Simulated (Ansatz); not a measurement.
Formation energy of the bound charge states of B interstitial in zinc-blende BN (start: void with 4N nearest; 64-site cell, 2×2×2 shifted sampling) against the Fermi level, N-rich (Δμ(B) = -2.35 eV; only phases computed here count, gases as isolated molecules at 0 K). All values below come from PBE, PAW (plane waves to 420 eV; Ansatz, a first-principles code).

Cell and caveats: 64-site cell; 2×2×2 shifted k-points; host gap 4.46 eV; charged states image-corrected; corrections pass 1 eV, so highly charged states may be off by several tenths; flagged in the runs: a doubtful potential alignment, a strain field that reaches the edge of the cell.

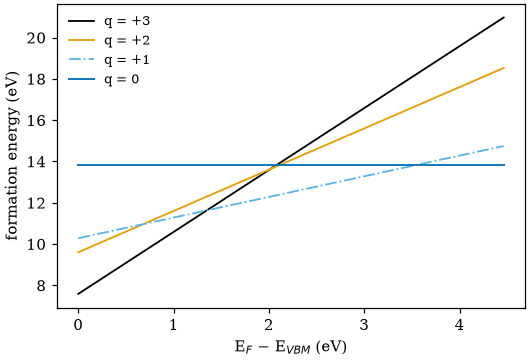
Formation energy of each charge state against the Fermi level

Crossings of the lowest lines: (+3/+1) at 1.35 eV; (+1/0) at 3.55 eV. At the valence-band maximum: q = +3: 7.59 eV; q = +2: 9.60 eV; q = +1: 10.28 eV; q = 0: 13.83 eV.
